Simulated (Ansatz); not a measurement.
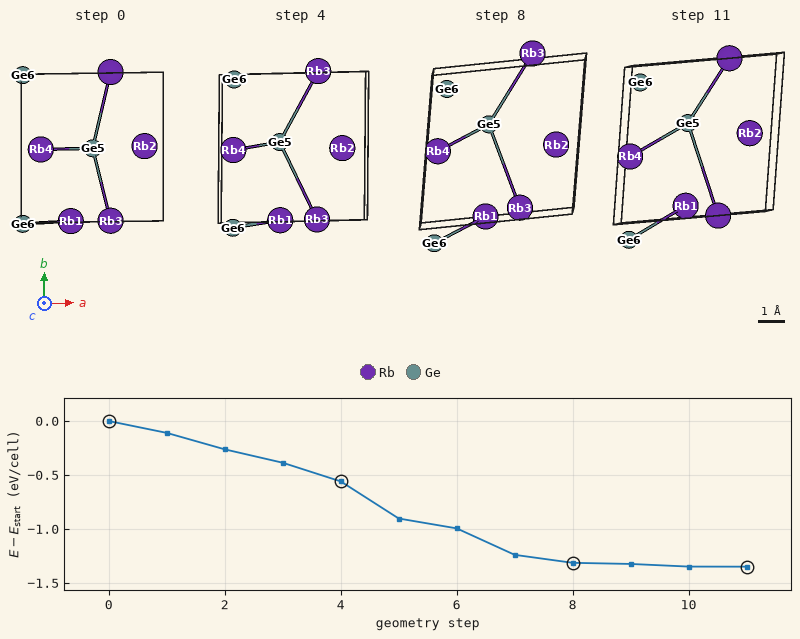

Frames of a relaxation of a crystal of Rb2Ge (built on the MoSi2 (C11b)_139 type) (coarse preliminary run), marked on the history of the run. A ball-and-stick model of the cell of the calculation, seen along the c axis.

Level of theory: DFT PBE, scalar-relativistic, plane waves, PAW in Ansatz 0.2.0. (plane-wave cutoff 420 eV; k-point mesh 4 × 4 × 4; occupations gaussian; smearing width 0.1 eV; no spin polarisation; cell and atoms relaxed; force threshold 0.015 eV/Å; at most 120 steps)

Question: What happens along the run?

Answer: The run was cut off at its time limit before the relaxation converged, so the last structure is only a point on the way. The energy falls by 1.348 eV per cell of the calculation in 11 geometry steps. The largest force component goes from 0.31 to 0.12 eV/Å. Pressure: 0.63 GPa at the start and 0.01 GPa at the end. The atom that moves furthest relative to the cell is Rb1 (0.90 Å roughly along [2 1 1]). Largest moves by element: Rb 0.90 Å, Ge 0.86 Å. Cell: a 5.882 → 6.376 Å (+8.4 %), b 5.822 → 6.177 Å (+6.1 %), c 8.820 → 9.376 Å (+6.3 %), α 90.3° → 91.3°, β 109.0° → 112.4°, γ 89.1° → 81.2°. Volume +18.1 %. Near-neighbour distances that change, for instance: Ge5–Ge6 4.010 → 2.338 Å, Rb2–Ge5 3.529 → 4.720 Å, Rb3–Ge6 3.794 → 4.773 Å, Rb2–Ge6 3.464 → 4.434 Å. New bonds form: Ge5–Ge6 (4.01 → 2.34 Å). Bond angles that change, for instance: Rb1–Ge5–Rb4 108.7° → 142.0°, Rb1–Ge5–Rb4 111.4° → 79.0°, Ge5–Rb1–Ge6 69.9° → 101.3°. The space group stays P1 (No. 1). From step 0 to 4: Ge5 moves most (0.66 Å), volume +4.2 %, energy −0.559 eV per cell of the calculation. From step 4 to 8: Ge6 moves most (0.39 Å), volume +13.4 %, energy −0.754 eV per cell of the calculation. From step 8 to 11: Rb atoms move most (0.63 Å), energy −35.6 meV per cell of the calculation.

| step | E − E(0), meV/atom | largest force component, eV/Å | pressure, GPa | volume, Å³/atom |
| --- | --- | --- | --- | --- |
| 0 | 0.00 | 0.3142 | 0.63 | 47.585 |
| 1 | -18.28 | 0.3105 | 0.32 | 48.248 |
| 2 | -43.67 | 0.3057 | -0.03 | 49.145 |
| 3 | -64.35 | 0.2916 | -0.16 | 49.546 |
| 4 | -93.12 | 0.4199 | -0.12 | 49.602 |
| 5 | -150.37 | 0.7412 | 0.25 | 49.667 |
| 6 | -165.61 | 1.5334 | 1.48 | 50.107 |
| 7 | -206.43 | 0.7463 | 0.84 | 52.088 |
| 8 | -218.77 | 0.1347 | 0.01 | 56.234 |
| 9 | -220.50 | 0.0371 | -0.02 | 55.896 |
| 10 | -224.57 | 0.1060 | -0.02 | 55.869 |
| 11 | -224.70 | 0.1199 | 0.01 | 56.199 |
